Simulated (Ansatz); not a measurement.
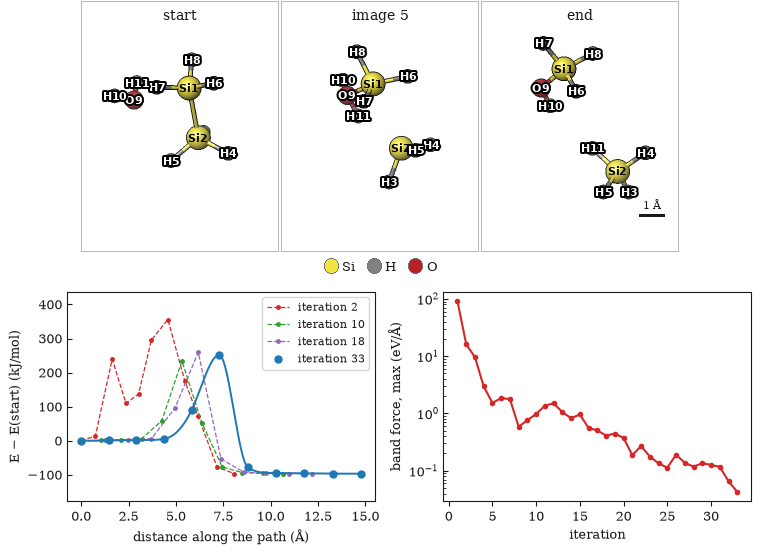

A search for the minimum-energy path of Si₂H₈O, made up at the start of Si2H6 and H2O by the nudged elastic band. Images are numbered from 0 (start) to 10 (end). The plot follows the band through its iterations. A ball-and-stick model, seen from a free direction.

Level of theory: RHF/6-31G* in Ansatz. Settings: 9 movable images; climbing image; force threshold 0.05 eV/Å; iteration limit 60; starting path through a guess of the saddle point.

Judge this run.

Answer. The result is final at these settings. The band converged in 33 iterations. The largest component of the band force went from 91 to 0.043 eV/Å. The climbing image converged on the top of the path. Its vibrational analysis gives one imaginary mode (394i cm⁻¹), as a transition state must have. The first iteration put the highest image at 1526.5 kJ/mol. Forward barrier 252.0 kJ/mol, backward barrier 348.5 kJ/mol, with image 5 at the top; the reaction energy is −96.5 kJ/mol.

Limits of the set-up: the start holds two separate molecules, 3.1 Å apart at their closest, whose relative position is a soft coordinate and is computed without a dispersion correction; Hartree-Fock leaves out electron correlation.

The run took 6 min on 1 thread of Arm Neoverse V1, on a shared host, peak memory 0.12 GiB.
